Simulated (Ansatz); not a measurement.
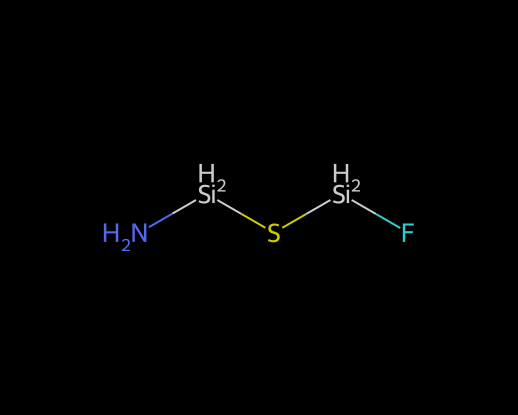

2D structure.

Question: Give its SMILES.

Answer: N[SiH2]S[SiH2]F

Question: What is the molecular formula?

Answer: FH6NSSi2.

Question: An optimisation with PBE0-D4/def2-TZVP gave a structure of which point group?

Answer: C1. Other conformers may differ.

The parts below concern this one geometry. Atoms keep their numbers from picture to picture. The geometry was computed by an optimisation with PBE0-D4/def2-TZVP. No frequency run is at hand to confirm it as a minimum.

### Dipole moment

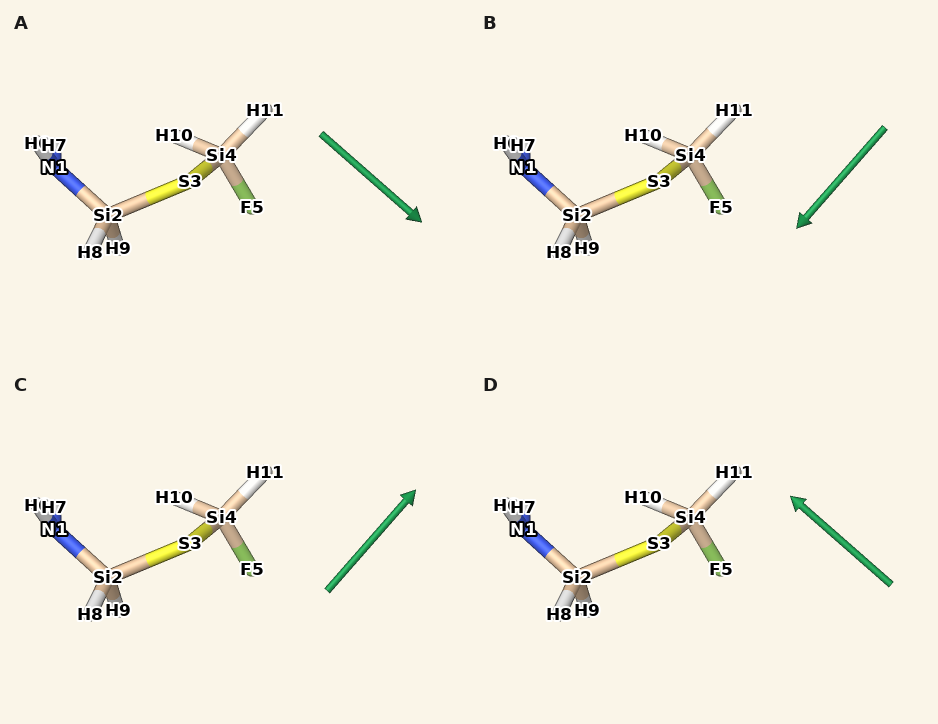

The same molecule four times, each with an arrow. No frequency run is at hand to confirm it as a minimum. Method: RKS PBE-D4/def2-TZVPP (Ansatz 0.2.0).

Question: Which arrow points along the dipole moment, from the negative to the positive end?

Answer: D. The dipole moment is 2.61 D; it points from the side of F5 to the side of H6 (the outermost atoms at the two ends).

### Electronic properties

No frequency run is at hand to confirm it as a minimum. Properties computed with RKS PBE0-D4/def2-TZVPP (Ansatz 0.2.0).

Question: Estimate the dispersion correction.

Answer: −24.3 kJ/mol.

Question: What is the HOMO energy (Kohn–Sham orbital)?

Answer: −7.63 eV.

Question: What is the HOMO–LUMO gap?

Answer: 7.49 eV.

### Charges

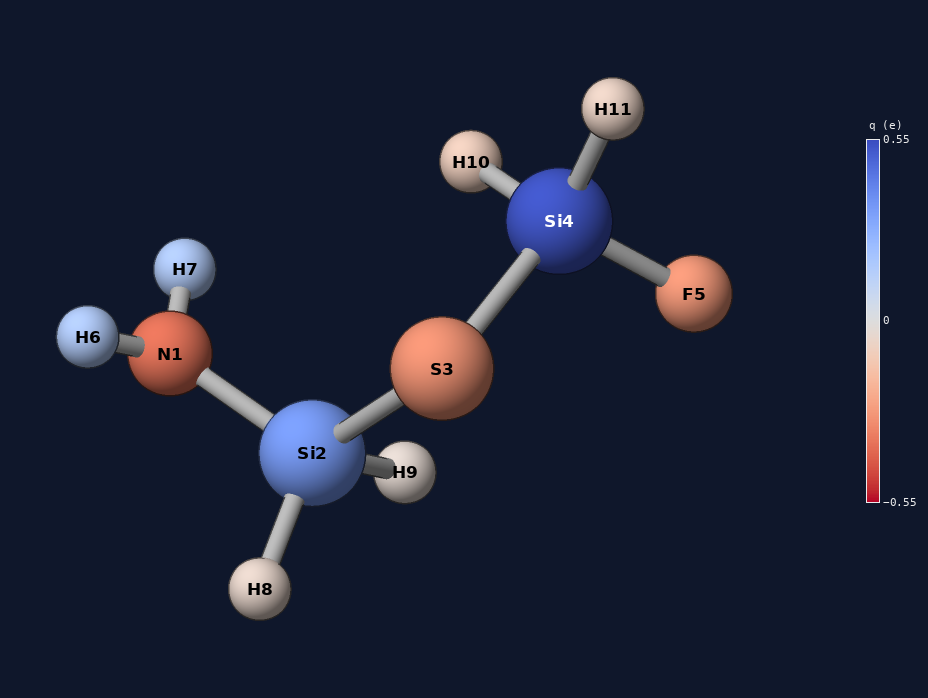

Atoms are coloured by their Mulliken charges. No frequency run is at hand to confirm it as a minimum. Method: RKS PBE-D4/def2-TZVPP (Ansatz 0.2.0).

Question: Which atom carries the highest charge (most positive or least negative)?

Answer: Si4 (0.52 e).

Question: And the lowest?

Answer: N1 (−0.36 e).

Give the Mulliken charges atom by atom.

```
atom  value (e)
  N1      −0.36
 Si2       0.33
  S3      −0.29
 Si4       0.52
  F5      −0.27
  H6       0.15
  H7       0.15
  H8      −0.05
  H9      −0.03
 H10      −0.09
 H11      −0.07
```

Mulliken values depend strongly on the basis set and can even reverse the polarity of a bond.
